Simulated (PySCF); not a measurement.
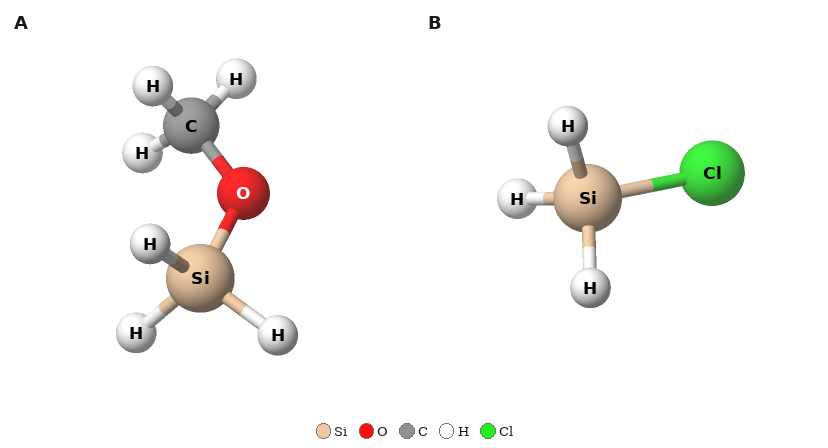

Two related species, optimised with PBE0-D3(BJ)/def2-SVP; properties computed with PySCF 2.14.0. Both: charge 0, singlet.

Question. Identify both.

Answer. A is Si(OMe)H3 (CO[SiH3]), B is SiClH3 ([SiH3]Cl).

Compare them. With B3LYP/pcSseg-1: dipole moment (D), HOMO–LUMO gap (eV), HOMO energy (Kohn–Sham orbital) (eV), shielding of Si (ppm). With PBE0/pcSseg-1: Hirshfeld charge of Si (e), IAO charge of Si (e). With ωB97X-D/def2-SVPD: lowest vertical singlet excitation (eV), mean static polarisability (bohr³). With PBE0-D3(BJ)/def2-SVP: mean Si–H length (Å).

```
                               quantity      A      B
                      dipole moment (D)   1.16   1.61
                     HOMO–LUMO gap (eV)   8.15   8.45
   HOMO energy (Kohn–Sham orbital) (eV)  −7.85  −8.79
                  shielding of Si (ppm)  373.1  371.3
             Hirshfeld charge of Si (e)   0.38   0.34
                   IAO charge of Si (e)   0.84   0.65
lowest vertical singlet excitation (eV)   7.17   7.50
     mean static polarisability (bohr³)   45.3   42.2
                   mean Si–H length (Å)  1.494  1.489
```

Each is one conformer, and no frequency run is at hand to confirm it as a minimum.
